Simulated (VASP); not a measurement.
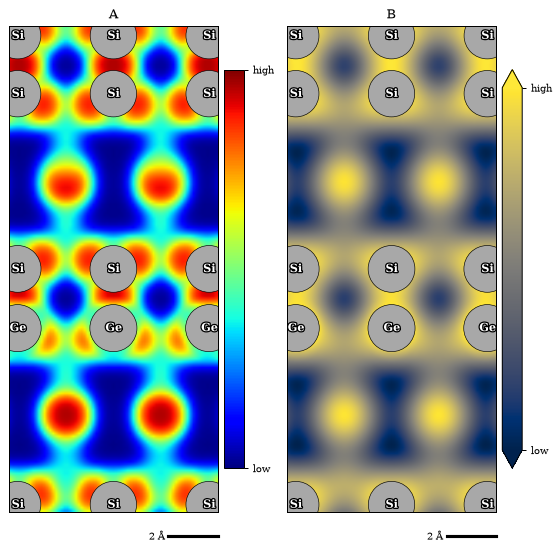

Si3Ge: 2 fields on the (100) plane of the conventional cell, with unlabelled colour scales. Grey discs cover the atomic cores.

Space group R3m; a generated structure, not necessarily the stable one.

All numbers below come from VASP 6.6.1, Kohn-Sham DFT of a periodic cell, r2SCAN, VASP PAW PBE potentials, recommended.

Question: Which field does each panel show? The fields are: electron localisation function and valence pseudo-density.

Answer: Panel A: electron localisation function. Panel B: valence pseudo-density. From the grid: Si–Si (2.35 Å): ρ at the midpoint is about 0.59 e/Å³; the ELF peaks at about 0.95 between the atoms; localised, covalent bonding. Si–Ge (2.40 Å): ρ is about 0.55 e/Å³ halfway; the ELF peaks at about 0.95 between the atoms (a shared electron pair).
